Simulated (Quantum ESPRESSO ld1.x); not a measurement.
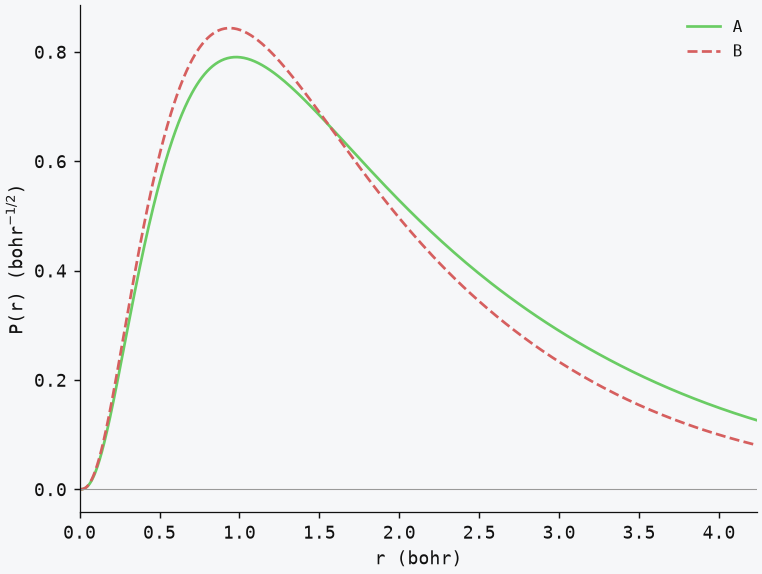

Ti⁺ (Z = 22, 21 electrons) was computed in two configurations: [Ar] 3d1 4s2 (open shells shared over both j by 2j + 1); [Ar] 3d2 4s1 (open shells shared over both j by 2j + 1). Level of theory: Dirac Kohn-Sham, revPBE, spin-unpolarised, spherical densities, point nucleus. Computed with Quantum ESPRESSO ld1.x 7.5.

The plot shows P(r) = r R(r) of the 3d3/2 orbital in both runs (large components where relativistic).

Which curve belongs to which run?

A is [Ar] 3d2 4s1 (open shells shared over both j by 2j + 1) (⟨r⟩ = 1.51 bohr, eigenvalue −11.3 eV); B is [Ar] 3d1 4s2 (open shells shared over both j by 2j + 1) (⟨r⟩ = 1.36 bohr, eigenvalue −15.8 eV). The orbital is smaller where the other electrons screen the nucleus less.
